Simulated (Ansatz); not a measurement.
System: H3OSi2 (SMILES O=[Si][SiH3]) (doublet).

Input

```
crystal:
  periodic: [false, false, false]
  atoms:
    - symbol: O
      position_ang: [-3.817974, 1.693893, -0.373733]
    - symbol: Si
      position_ang: [-2.596364, 1.270921, 0.485676]
    - symbol: Si
      position_ang: [-2.242677, -1.137891, 0.309373]
    - symbol: H
      position_ang: [-1.069459, -1.554861, 1.131150]
    - symbol: H
      position_ang: [-2.007130, -1.440588, -1.132884]
    - symbol: H
      position_ang: [-3.487605, -1.799816, 0.798541]
basis:
  gaussian:
    orbitals: def2-TZVPD
magnetization:
  spin_polarized: true
  initial_magnetization: 1
hamiltonian:
  xc: pbe0
output: {forces: true, orbitals: {seedname: orbitals}}
```

Command:

```sh
ansatz run input.yaml --threads 1 --pin off --max-ram 2610MiB --events-out events.jsonl --progress --plain --runs-dir runs
```

Geometry: r2SCAN-D4/def2-SVP.

The calculation used Ansatz, isolated molecule in a Gaussian basis; Kohn-Sham density functional theory, functional PBE0.

> Predict the electron density, electron localisation function and spin density between the atoms.

Si–O (1.55 Å): ρ at the midpoint is about 1.4 e/Å³; the ELF peaks at about 0.85 between the atoms: a polar covalent bond.
Si–Si (2.44 Å): ρ at the midpoint is about 0.51 e/Å³; the ELF peaks at about 0.95 between the atoms: localised, covalent bonding.
Si–H (1.49 Å): the density is about 0.81 e/Å³ at the midpoint; the ELF climbs to about 1 towards the hydrogen, as it does in any bond to H.
The unpaired spin (1 electron) lies mostly on Si2 (about 0.5), Si3 (about 0.2) and O1 (about 0.2), in electrons by Hirshfeld's partition.

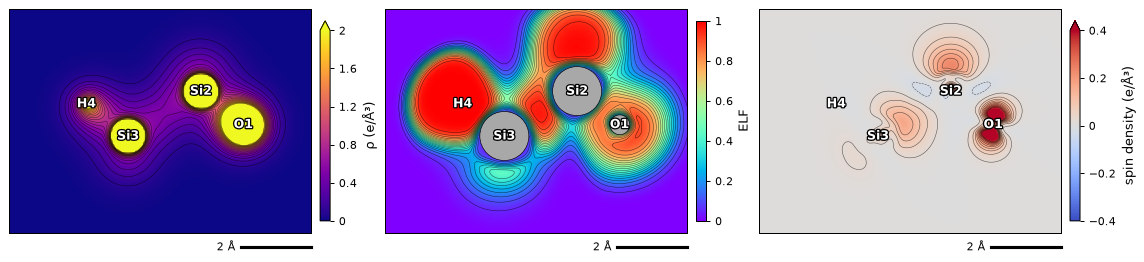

Computed electron density, electron localisation function and spin density on the plane of atoms Si2, Si3 and H4, in this order. Grey discs cover the atomic cores in the ELF map. 
